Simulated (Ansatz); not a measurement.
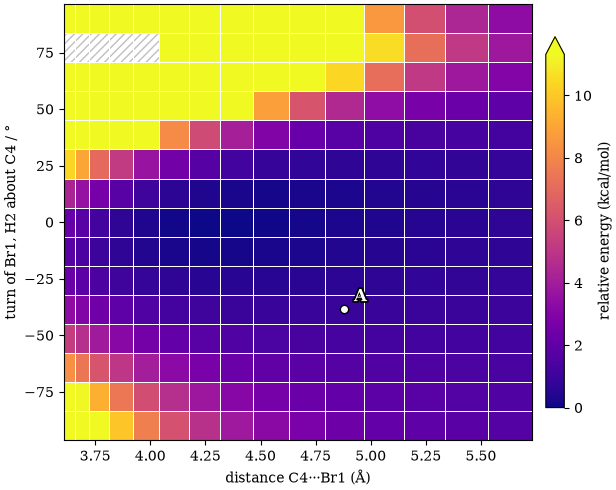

The pair BrH···C₂H₂. The turn is about an axis along (0.99, 0.15, 0.04) in the frame of the relaxed pair, normal to the line between the partners. Coordinates scanned: (1) distance C4···Br1; (2) turn of Br1, H2 about C4. Grid: 15 × 15 points. At 5 points there is no value (left out of the scan, as a rule where atoms come close). Points are written as (first, second). Energies: kcal/mol, counted from the lowest grid point. Energies and slopes of some neighbouring points disagree (a jump in structure or state, or too coarse a mesh). Computed with RHF/def2-TZVPD in Ansatz.

Drawn: one coloured cell a grid point, one colour for all values above the top of the scale, hatched blanks where no value was computed, the point A.

Question: Is A at rest? If not, where is it pushed?

Answer: A, at (4.880 Å, −38.6°), is not a stationary point. The computed force is 0.073 kcal/mol for each Å towards smaller values of distance C4···Br1 and 0.025 kcal/mol for each degree towards larger values of turn of Br1, H2 about C4.
